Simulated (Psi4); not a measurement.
**C3H4S (SMILES CC=C=S) in Psi4**

Wanted: energy and gradient of C3H4S.

The results are computed with Psi4 1.11.

5 further runs of the same task are left out: 2 that didn't finish, 3 set aside as unsound or not needed.

## (1) The structure to begin with

The species is C3H4S (8 atoms), meant as a singlet with charge 0. As SMILES, `CC=C=S`. The shape is that of a PBE0-D4/def2-TZVP optimisation.

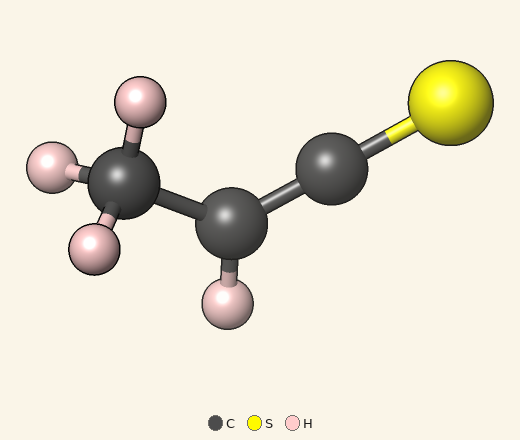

Viewed from a chosen angle; carbon dark grey, sulfur yellow, hydrogen pink.

## (2) The job

input.dat reads:

```
memory 1600 MB

molecule {
  0 1
  C     -0.395800     0.898900    -0.193000
  C     -0.222200    -0.527300     0.237600
  C      0.892800    -1.196100     0.134900
  S      2.227300    -1.983900     0.007800
  H     -1.171800     0.980100    -0.959100
  H     -0.697400     1.524200     0.651900
  H      0.530400     1.302000    -0.601900
  H     -1.071100    -1.055200     0.666000
  units angstrom
  symmetry c1
}

set basis aug-cc-pVDZ
set scf_type df
set soscf true

gradient('tpssh')
```

Command:

```sh
$ psi4 input.dat output.dat -n 1
```

output.dat:

```text
Psi4 1.11 release

gradient() will perform analytic gradient computation.

   => Loading Basis Set <=

    Name: AUG-CC-PVDZ
    Role: ORBITAL
    Keyword: BASIS

         ---------------------------------------------------------
                                   SCF
                              RKS Reference
                        1 Threads,   1525 MiB Core
         ---------------------------------------------------------

  ==> Geometry <==

    Molecular point group: c1
    Full point group: C1

    Geometry (in Angstrom), charge = 0, multiplicity = 1:

       Center              X                  Y                   Z               Mass
    ------------   -----------------  -----------------  -----------------  -----------------
         C           -1.396867523324     1.878725850925    -0.222976094879    12.000000000000
         C           -1.223267523324     0.452525850925     0.207623905121    12.000000000000
         C           -0.108267523324    -0.216274149075     0.104923905121    12.000000000000
[... 4 lines of this table left out ...]
         H           -2.072167523324    -0.075374149075     0.636023905121     1.007825032230

  Running in c1 symmetry.

[... 79 lines left out ...]
    Weights Tolerance      =       1.00E-15
[... 36 lines left out ...]
  Minimum eigenvalue in the overlap matrix is 4.9272698181E-05.
  Reciprocal condition number of the overlap matrix is 4.4489449947E-06.
    Using symmetric orthogonalization.

  ==> Pre-Iterations <==

  SCF Guess: Superposition of Atomic Densities via on-the-fly atomic UHF (no occupation information).

   -------------------------
    Irrep   Nso     Nmo
   -------------------------
     A        132     132
   -------------------------
    Total     132     132
   -------------------------

  ==> Iterations <==

                           Total Energy        Delta E     RMS |[F,P]|

   @DF-RKS iter SAD:  -514.37419948941226   -5.14374e+02   0.00000e+00
   @DF-RKS iter   1:  -514.10693256832917    2.67267e-01   8.93835e-03 ADIIS/DIIS
   @DF-RKS iter   2:  -508.62725542345453    5.47968e+00   2.09160e-02 ADIIS/DIIS
   @DF-RKS iter   3:  -514.87157512397414   -6.24432e+00   2.11130e-03 ADIIS/DIIS

RuntimeError:
Fatal Error: Vx: RKS does not support rotated V builds for MGGA's

Printing out the relevant lines from the Psithon --> Python processed input file:
    """)
    core.IO.set_default_namespace("")
    core.set_global_option("BASIS", "aug-cc-pVDZ")
    core.set_global_option("SCF_TYPE", "df")
    core.set_global_option("SOSCF", "true")
--> gradient('tpssh')

!----------------------------------------------------------------------------------!
!                                                                                  !
! Fatal Error: Vx: RKS does not support rotated V builds for MGGA's                !
!                                                                                  !
!----------------------------------------------------------------------------------!

    Psi4 run time: 0:00:20.14
```

Wall time 22 s (1 thread of Intel Xeon Platinum 8259CL at 2.50GHz (Skylake/Cascade Lake), shared host); peak memory 1.1 GiB.

## (3) What went wrong

The run ended with an error.

The telling line is `Fatal Error: Vx: RKS does not support rotated V builds for MGGA's`. To mend it: soscf at its default in place of yes. As typed, the program can't run this.
